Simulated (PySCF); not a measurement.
**BH6NO2Si: electronic excitations and core binding energies**

What electronic excitations and core binding energies should BH6NO2Si (`N[SiH2]B(O)O`) show?

Computed with PySCF 2.14.0, with density-fitted response routines of our own, on a single molecule in the gas phase. Atoms count from 0, in the outputs and in this text.

## (1) Starting geometry

11 atoms, charge 0, multiplicity 1; geometry from: GFN2-xTB.

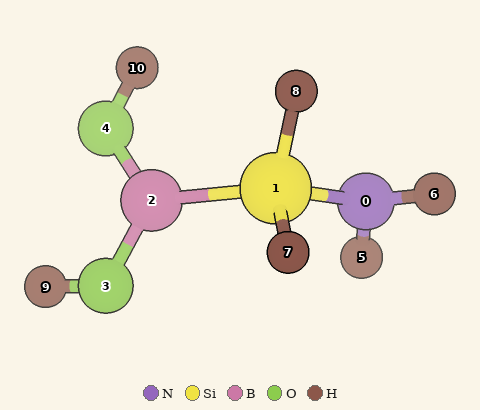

The starting geometry (nitrogen purple, silicon yellow, boron pink, oxygen green, hydrogen brown), atoms numbered.

## (2) Ultraviolet spectrum: PBE0/def2-SVPD

The job: settings as JSON, then the geometry in Å.

```
{"job": {"kind": "uv", "xc": "PBE0", "basis": "def2-SVPD", "nstates": 8, "ntriplets": 3}, "charge": 0, "multiplicity": 1}
N      1.714379     0.307815    -0.738618
Si     0.747669    -0.176207     0.621664
B     -1.142708    -0.125177     0.063002
O     -1.741554    -1.274110    -0.322273
O     -1.932180     0.990273     0.036064
H      1.530152    -0.127680    -1.628962
H      2.712010     0.379295    -0.610494
H      1.188211    -1.456491     1.215712
H      1.120102     0.846618     1.624127
H     -2.662748    -1.178744    -0.577335
H     -1.527909     1.817079     0.291149
```

Method: TDDFT PBE0/def2-SVPD, vertical, gas phase, core orbitals frozen in the response.

Launch:

```sh
$ OMP_NUM_THREADS=1 python probes_run.py task.json out
```

One launch serves the whole session: the jobs run in the order shown.

Output:

```text
coarse grid: 9664 points
cycle   1  E = -522.4322422345  dE =  4.997e-01  |g| = 8.575e-01  |ddm| = 4.090e+00
cycle   2  E = -522.2611647813  dE =  1.711e-01  |g| = 1.271e+00  |ddm| = 2.217e+00
cycle   3  E = -522.5749784111  dE = -3.138e-01  |g| = 5.804e-02  |ddm| = 1.261e+00
cycle   4  E = -522.5756910094  dE = -7.126e-04  |g| = 2.039e-02  |ddm| = 1.006e-01
cycle   5  E = -522.5757824903  dE = -9.148e-05  |g| = 7.565e-03  |ddm| = 4.089e-02
cycle   6  E = -522.5757944463  dE = -1.196e-05  |g| = 2.193e-03  |ddm| = 9.907e-03
cycle   7  E = -522.5757954645  dE = -1.018e-06  |g| = 4.059e-04  |ddm| = 3.467e-03
final grid: 88776 points
cycle   8  E = -522.6480296654  dE = -2.358e-05  |g| = 7.475e-03  |ddm| = 5.552e-02
cycle   9  E = -522.6480168499  dE =  1.282e-05  |g| = 1.098e-02  |ddm| = 1.969e-02
cycle  10  E = -522.6480410446  dE = -2.419e-05  |g| = 4.014e-04  |ddm| = 1.155e-02
cycle  11  E = -522.6480410877  dE = -4.312e-08  |g| = 1.169e-04  |ddm| = 8.823e-04
cycle  12  E = -522.6480410908  dE = -3.087e-09  |g| = 4.484e-05  |ddm| = 1.947e-04
cycle  13  E = -522.6480410911  dE = -3.330e-10  |g| = 1.906e-05  |ddm| = 5.475e-05
converged SCF energy = -522.6480410911

Static polarisability (au): isotropic 58.342, principal 52.742 57.750 64.533

Singlet excitations
state   eV       nm        f      main configurations
  1   5.2912    234.3   0.00341   H->L 0.99
  2   6.4435    192.4   0.00024   H->L+1 0.93
  3   6.6062    187.7   0.02875   H-1->L 0.95
  4   7.0743    175.3   0.00936   H->L+2 0.94
  5   7.2122    171.9   0.01204   H->L+3 0.88
  6   7.5240    164.8   0.05121   H-1->L+1 0.80, H->L+5 0.09
  7   7.5889    163.4   0.01741   H-2->L 0.87
  8   7.6353    162.4   0.00674   H->L+5 0.78, H-1->L+1 0.12

Triplet excitations (Tamm-Dancoff, eV): 4.9666 5.5464 6.3461
```

It took 34 s on 1 thread of Arm Neoverse N1, shared host; peak memory 0.66 GiB.

The orbitals next to the gap, with their largest atomic shares:

| orbital | eV | atoms |
| --- | --- | --- |
| HOMO−3 | -9.58 | O3 44 %, O4 41 %, B2 8 % |
| HOMO−2 | -9.47 | Si1 34 %, H8 24 %, N0 17 % |
| HOMO−1 | -8.47 | Si1 29 %, B2 24 %, O4 15 % |
| HOMO | -7.21 | N0 58 %, Si1 15 %, H7 11 % |
| LUMO | -0.53 | B2 28 %, Si1 25 %, O3 12 % |
| LUMO+1 | 0.15 | B2 43 %, O4 16 %, O3 12 % |
| LUMO+2 | 0.81 | O4 28 %, O3 20 %, Si1 13 % |

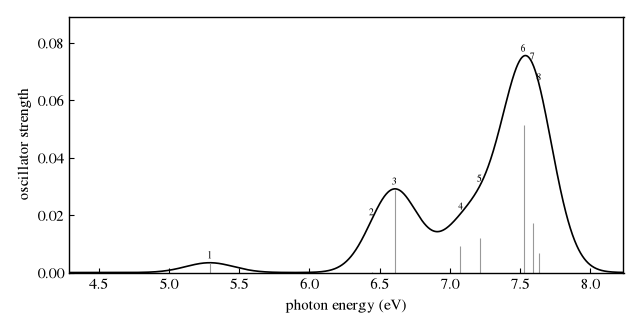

Absorption spectrum from the 8 singlet states computed; above the last one it falls off for lack of states. Lines are broadened to a width of 0.40 eV (Gaussian).

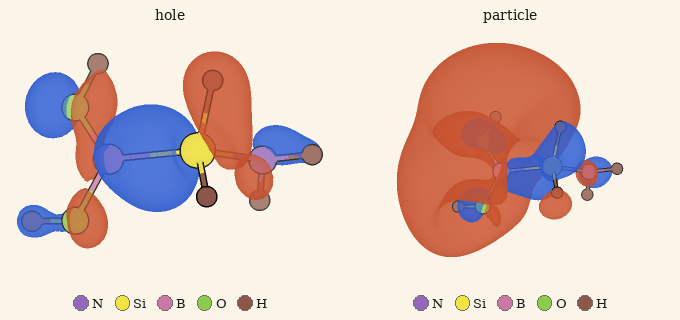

Leading natural transition orbitals of singlet state 6: the electron leaves the hole (left) for the particle orbital (right).

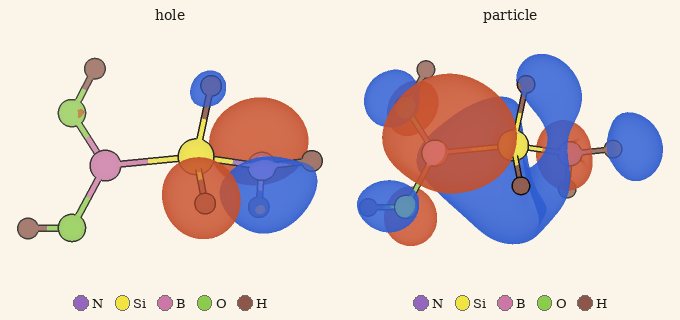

Leading natural transition orbitals of singlet state 1: the electron leaves the hole (left) for the particle orbital (right).

Further results of this job:

| property | computed |
| --- | --- |
| dipole moment (D) | 0.98 |
| polarisability (Å³) | 8.65 |
| HOMO–LUMO gap (eV) | 6.69 |
| −ε(HOMO) (eV) | 7.21 |

Orbitals, density, ELF and potential are computed afterwards from the orbital file.

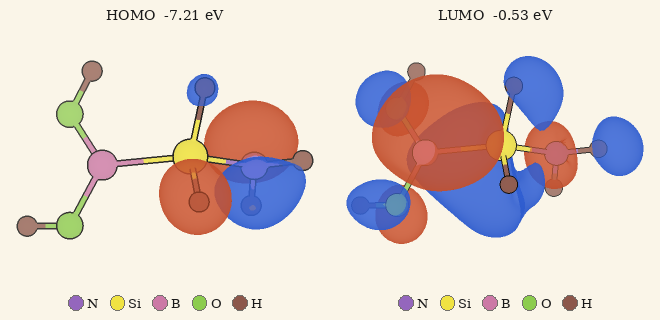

Frontier orbitals at PBE0/def2-SVPD; each surface holds 70 % of the orbital's density, blue and red mark the sign.

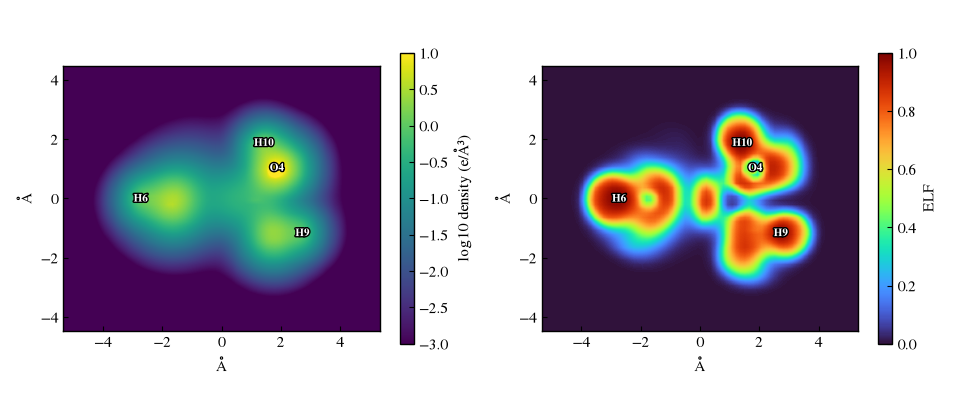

Density (left) and ELF (right) in a plane through or near 4 of the atoms.

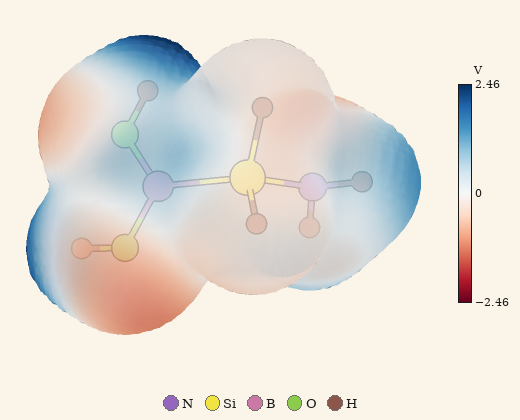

Electrostatic potential on the surface of density 0.002 e/bohr³; red is low, blue high. It runs from -1.24 V near N0 to 2.46 V near H10.

## (3) X-ray photoelectron lines: SCAN, X2C

The job, as its differences from that of step 2:

```diff
@@ -1,2 +1,2 @@
-{"job": {"kind": "uv", "xc": "PBE0", "basis": "def2-SVPD", "nstates": 8, "ntriplets": 3}, "charge": 0, "multiplicity": 1}
+{"job": {"kind": "xps"}, "charge": 0, "multiplicity": 1}
 N      1.714379     0.307815    -0.738618
```

Level: delta-SCF UKS SCAN, pcX-2 on the ionised atom, pcseg-1 elsewhere, spin-free X2C.

Output:

```text
ground state, core basis on atom 0 (N), 135 functions
  cycle   1  E = -523.66503556  |g| = 9.33e-01
  cycle   2  E = -523.33935257  |g| = 1.58e+00
  cycle   3  E = -523.83002732  |g| = 1.00e-01
  cycle   4  E = -523.83251446  |g| = 3.04e-02
  cycle   5  E = -523.83273412  |g| = 1.05e-02
  cycle   6  E = -523.83274954  |g| = 6.08e-03
  cycle   7  E = -523.83275675  |g| = 1.73e-03
  cycle   8  E = -523.83275838  |g| = 4.80e-04
  E(ground) = -523.87443310 Eh
hole in N 1s of atom 0
  cycle   1  E = -508.27490335  |g| = 1.86e+00
  cycle   2  E = -507.79703805  |g| = 1.97e+00
  cycle   3  E = -508.93696239  |g| = 3.32e-01
  cycle   4  E = -508.96859326  |g| = 8.83e-02
  cycle   5  E = -508.97048659  |g| = 5.57e-02
  cycle   6  E = -508.97160496  |g| = 1.08e-02
  cycle   7  E = -508.97165928  |g| = 3.13e-03
  cycle   8  E = -508.97166281  |g| = 2.45e-03
  cycle   9  E = -508.97166497  |g| = 8.82e-04
  cycle  10  E = -508.97166521  |g| = 2.50e-04
  E(ion) = -509.01181743 Eh   <S^2> = 0.7643   hole on atom = 1.000   binding energy = 404.432 eV
ground state, core basis on atom 1 (Si), 146 functions
  cycle   1  E = -523.91506969  |g| = 2.87e-01
  cycle   2  E = -523.91509224  |g| = 4.05e-02
  cycle   3  E = -523.91495269  |g| = 4.06e-02
  cycle   4  E = -523.91524795  |g| = 1.25e-02
  cycle   5  E = -523.91527920  |g| = 1.33e-03
  cycle   6  E = -523.91527926  |g| = 4.93e-04
  E(ground) = -523.91728113 Eh
hole in Si 1s of atom 1
  cycle   1  E = -455.01277580  |g| = 4.35e+00
  cycle   2  E = -455.26433699  |g| = 2.06e+00
  cycle   3  E = -455.77677108  |g| = 7.52e-01
  cycle   4  E = -455.99809681  |g| = 3.95e-01
  cycle   5  E = -456.05871707  |g| = 1.16e-01
  cycle   6  E = -456.06378977  |g| = 4.66e-02
  cycle   7  E = -456.06433888  |g| = 2.74e-02
  cycle   8  E = -456.06464361  |g| = 2.73e-03
  cycle   9  E = -456.06464657  |g| = 1.01e-03
  cycle  10  E = -456.06464669  |g| = 4.25e-04
  E(ion) = -456.07340372 Eh   <S^2> = 0.7520   hole on atom = 1.000   binding energy = 1846.126 eV
hole in Si 2p of atom 1
  cycle   1  E = -519.66990565  |g| = 1.24e+00
  cycle   2  E = -519.60689218  |g| = 1.05e+00
  cycle   3  E = -519.93557153  |g| = 3.32e-01
  cycle   4  E = -519.98090724  |g| = 1.26e-01
  cycle   5  E = -519.98660940  |g| = 3.81e-02
  cycle   6  E = -519.98706584  |g| = 2.38e-02
  cycle   7  E = -519.98728481  |g| = 4.48e-03
  cycle   8  E = -519.98729304  |g| = 9.25e-04
  cycle   9  E = -519.98729351  |g| = 3.44e-04
  E(ion) = -519.99942539 Eh   <S^2> = 0.7518   hole on atom = 1.002   binding energy = 106.610 eV
  2p3/2 = 106.381 eV   2p1/2 = 107.004 eV
ground state, core basis on atom 2 (B), 135 functions
  cycle   1  E = -523.81648960  |g| = 5.80e-02
  cycle   2  E = -523.81619101  |g| = 5.46e-02
  cycle   3  E = -523.81676619  |g| = 2.15e-02
  cycle   4  E = -523.81684828  |g| = 6.46e-03
  cycle   5  E = -523.81685307  |g| = 1.39e-03
  cycle   6  E = -523.81685542  |g| = 5.14e-04
  cycle   7  E = -523.81685610  |g| = 6.17e-05
  E(ground) = -523.86059349 Eh
hole in B 1s of atom 2
  cycle   1  E = -516.17838327  |g| = 1.17e+00
  cycle   2  E = -514.08678499  |g| = 1.99e+00
  cycle   3  E = -516.30403356  |g| = 7.25e-01
  cycle   4  E = -516.53584380  |g| = 2.65e-01
  cycle   5  E = -516.56429601  |g| = 1.34e-01
  cycle   6  E = -516.57057424  |g| = 5.95e-02
  cycle   7  E = -516.57182334  |g| = 2.02e-02
  cycle   8  E = -516.57192011  |g| = 1.49e-02
  cycle   9  E = -516.57200945  |g| = 2.51e-03
  cycle  10  E = -516.57201340  |g| = 8.37e-04
  cycle  11  E = -516.57201400  |g| = 3.44e-04
  E(ion) = -516.61581178 Eh   <S^2> = 0.7721   hole on atom = 1.000   binding energy = 197.141 eV
ground state, core basis on atom 3 (O), 135 functions
  cycle   1  E = -523.84787447  |g| = 1.01e-01
  cycle   2  E = -523.84690062  |g| = 8.74e-02
  cycle   3  E = -523.84763252  |g| = 5.83e-02
  cycle   4  E = -523.84820435  |g| = 8.49e-03
  cycle   5  E = -523.84822092  |g| = 8.12e-04
  cycle   6  E = -523.84821915  |g| = 1.46e-04
  E(ground) = -523.88862164 Eh
hole in O 1s of atom 3
  cycle   1  E = -503.23239716  |g| = 2.22e+00
  cycle   2  E = -500.83554760  |g| = 2.59e+00
  cycle   3  E = -503.54342858  |g| = 1.02e+00
  cycle   4  E = -503.97437699  |g| = 3.74e-01
  cycle   5  E = -504.02629540  |g| = 1.40e-01
  cycle   6  E = -504.03422424  |g| = 5.22e-02
  cycle   7  E = -504.03515113  |g| = 2.18e-02
  cycle   8  E = -504.03534205  |g| = 3.97e-03
  cycle   9  E = -504.03535109  |g| = 1.01e-03
  cycle  10  E = -504.03535157  |g| = 2.45e-04
  E(ion) = -504.07668096 Eh   <S^2> = 0.7614   hole on atom = 1.000   binding energy = 539.110 eV
```

Run time: 60 s. Hardware: 1 thread of Arm Neoverse N1, shared host; peak memory 0.42 GiB.

Binding energies by hole, beside the orbital energy of the ground state; the difference holds orbital relaxation and, for a density functional, its self-interaction error:

| hole | stands for | environment | ΔSCF (eV; 2p as the shell's mean) | −ε (eV) | ⟨S²⟩ |
| --- | --- | --- | --- | --- | --- |
| N1s on N0 | N0 | nitrogen bonded to Si, 2 H | 404.43 | 385.2 | 0.764 |
| Si1s on Si1 | Si1 | silicon bonded to B, N, 2 H | 1846.13 | 1792.7 | 0.752 |
| Si2p on Si1 | Si1 | silicon bonded to B, N, 2 H | 106.59 | 95.6 | 0.752 |
| B1s on B2 | B2 | boron bonded to 2 O, Si | 197.14 | 180.9 | 0.772 |
| O1s on O3 | O3, O4 | oxygen bonded to B, H | 539.11 | 517.0 | 0.761 |

Each hole run stands for the others of its class of like atoms.

With the spin-orbit splitting: Si1 2p3/2 106.38, 2p1/2 107.00 eV. The table gives each 2p level as the mean over the whole 2p shell (two parts 2p3/2, one part 2p1/2), which differs a little from the single hole in the log.

## (4) Outcome

```
                                quantity                        value
         lowest singlet (PBE0/def2-SVPD)  5.29 eV (234 nm), f = 0.003
brightest single state of those computed  state 6, 7.52 eV, f = 0.051
                          lowest triplet                      4.97 eV
   surface potential, least and greatest           -1.24 V and 2.46 V
        N1s binding energies, SCAN/pcX-2                 N0 404.43 eV
       Si1s binding energies, SCAN/pcX-2               Si1 1846.13 eV
       Si2p binding energies, SCAN/pcX-2                Si1 106.59 eV
        B1s binding energies, SCAN/pcX-2                 B2 197.14 eV
        O1s binding energies, SCAN/pcX-2                 O3 539.11 eV
```

**Reading.** The lowest singlet, at 5.29 eV, is HOMO→LUMO 0.99 and is weak; of the 8 states computed, the strongest absorption comes from state 6 at 7.52 eV. The lowest triplet lies 0.32 eV below the lowest singlet (triplets in Tamm-Dancoff, singlets in full TDDFT). States above −ε(HOMO) lie where TDDFT describes them poorly and they hang on the basis; the brightest is among them. At PBE0/def2-SVPD, counted by nearest atom on the grid, the HOMO lies on N0 57 %; H7 17 %, the LUMO on B2 32 %; Si1 14 %.
